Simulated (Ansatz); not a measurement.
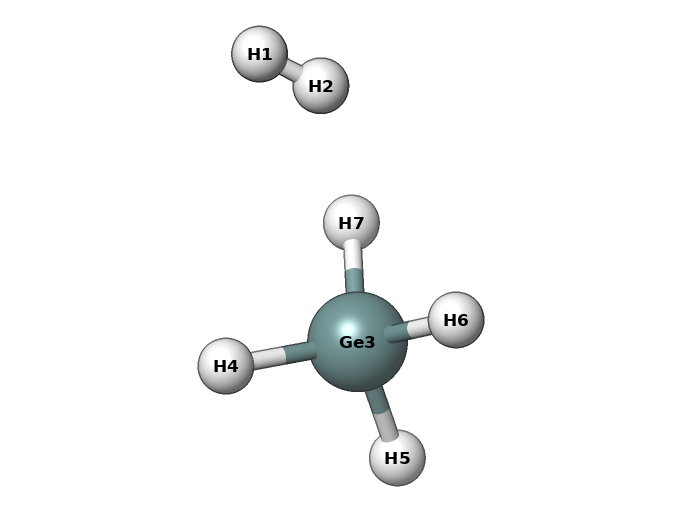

Numbered structure. The computed structure is the end point of a PBE-D4/def2-SVP optimisation. No frequency run is at hand to confirm it as a minimum.

List the bonds and their lengths.

```csv
bond,length (Å)
H1–H2,0.768
Ge3–H4,1.548
Ge3–H5,1.548
Ge3–H6,1.549
Ge3–H7,1.548
```
